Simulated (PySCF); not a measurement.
```xyz
9

C     2.6816    0.8872    0.4279
C     1.6627    0.2400    0.2193
C     0.4996   -0.6670   -0.0430
Si   -1.1034    0.3201   -0.0814
H     0.6329   -1.2006   -1.0028
H     0.4368   -1.4517    0.7342
H    -1.3517    0.9936    1.2056
H    -2.3593   -0.4505   -0.3351
H    -1.0857    1.3348   -1.1499
```

Geometry: GFN2-xTB.

All numbers below come from PySCF, PBE0/pcSseg-1, SCF density, gas phase, non-relativistic.

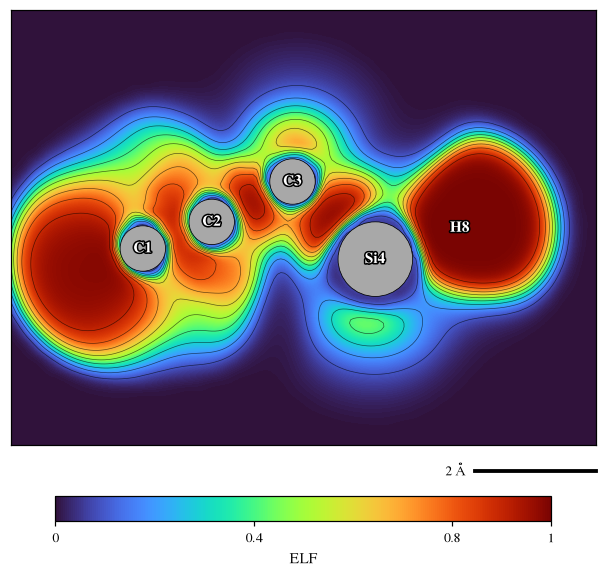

C₃H₅Si (SMILES [C-]#CC[SiH3]) (charge −1). ELF on the plane of atoms C2, C3 and Si4. Grey discs cover the atomic cores.

### Interpret the plot.

Atoms in the plane: C, Si and H. C–C (1.23 Å): the ELF peaks at about 0.85 between the atoms; a multiple bond. C–Si (1.88 Å): the ELF peaks at about 0.95 between the atoms (localised, covalent bonding). Si–H (1.50 Å): the ELF climbs to about 1 towards the hydrogen, as it does in any bond to H. The ELF also peaks beside C1, away from the bonds: lone-pair regions.
